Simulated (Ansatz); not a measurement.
| atom | x (Å) | y (Å) | z (Å) |
| --- | --- | --- | --- |
| B | -0.0895 | 0.2942 | 0.0155 |
| H | -0.1452 | 0.2368 | 1.2102 |
| H | 0.9606 | 0.5978 | -0.4785 |
| C | -1.4008 | 0.1596 | -0.8459 |
| H | -2.1534 | -0.4942 | -0.4026 |
| H | -1.8434 | 1.1652 | -0.8875 |
| H | -1.2140 | -0.1481 | -1.8748 |
| O | 0.3474 | -2.2031 | 0.6219 |
| H | -0.4492 | -2.6911 | 0.4724 |
| H | 0.1473 | -1.6046 | 1.3580 |

Not at a stationary point (largest force 1.4 eV/Å).

The calculation used Ansatz 0.2.0, RHF/def2-SVP.

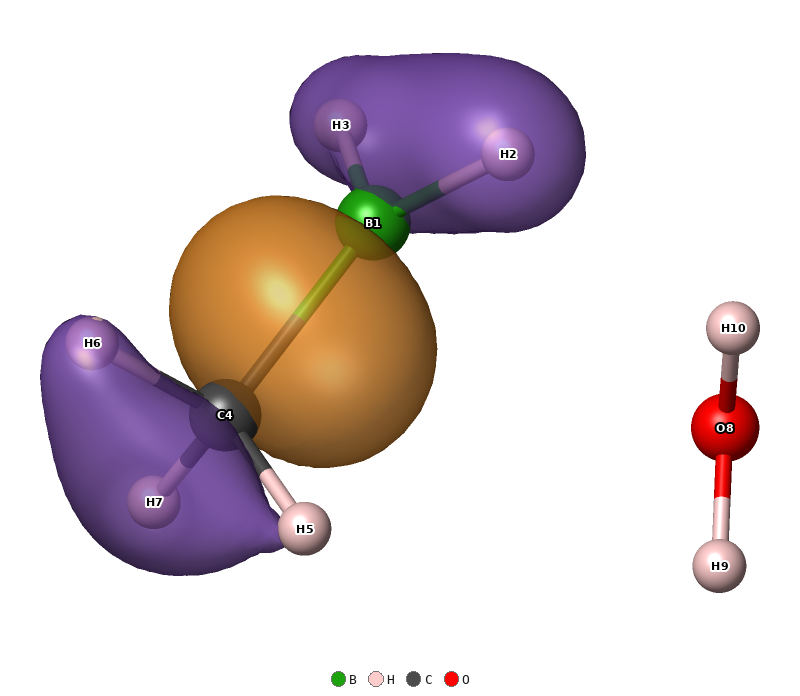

CH5B···H2O. The HOMO−1 at ±0.2 Å⁻³ᐟ² (orange and purple are the two phases), seen at a tilt.

Question: What is the character of this orbital?

Answer: It lies mainly on C4 (about 40 %), B1 (about 30 %), H2 (about 10 %) and H3 (about 5 %). Its energy is −12.87 eV.
